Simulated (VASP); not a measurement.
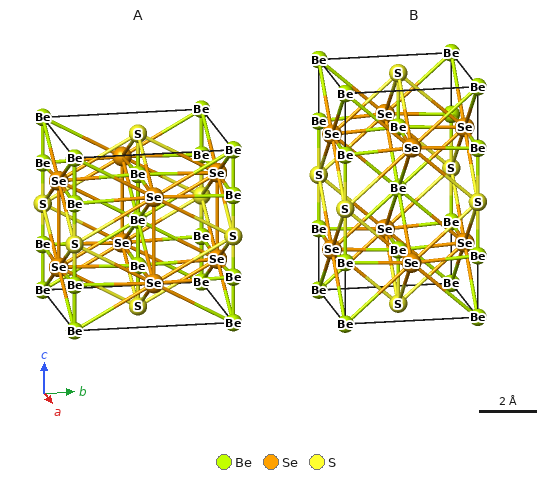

Two geometries of crystalline Be3Se2S (a generated structure, set up in I4/mmm), drawn at one scale. One is the start of a relaxation, the other its converged end. The picture is a ball-and-stick view of the conventional cell (2 times the calculation's cell), seen slightly off an axis. Lengths and directions refer to the drawn axes.

Level of theory: Kohn-Sham DFT of a periodic cell, PBE, VASP PAW PBE potentials, recommended (VASP). Set-up: plane-wave cutoff 520 eV; k-point mesh 4 × 4 × 4; occupations gaussian; smearing width 0.15 eV; no spin polarisation.

Q: Which geometry has the lower energy?

A: Structure B is the relaxed one. The run lets cell and atoms move. The largest moves relative to the cell, 0.026 Å, are those of Be atoms. Se and S stay in place. The drawn cell changes as follows: a = b 5.778 → 4.825 Å (−16.5 %), c 6.376 → 8.509 Å (+33.5 %); the volume changes by −6.9 %. Near-neighbour distances that change, for instance: Se–Se 3.188 → 4.255 Å, Be–Be 1.682 → 2.271 Å, Be–S 1.506 → 1.984 Å, Be–Se 2.890 → 2.417 Å. Bonds break: Be–Be (1.68 → 2.27 Å). The space group stays I4/mmm (No. 139). The energy falls by 1296 meV per atom in 8 geometry steps. Largest force component: 8.6 eV/Å at the start, 0.022 eV/Å at the end. The pressure goes from 24.52 to 0.03 GPa. It ran on 1 thread of AMD EPYC 9R14 (Zen 4), with other jobs on the host.
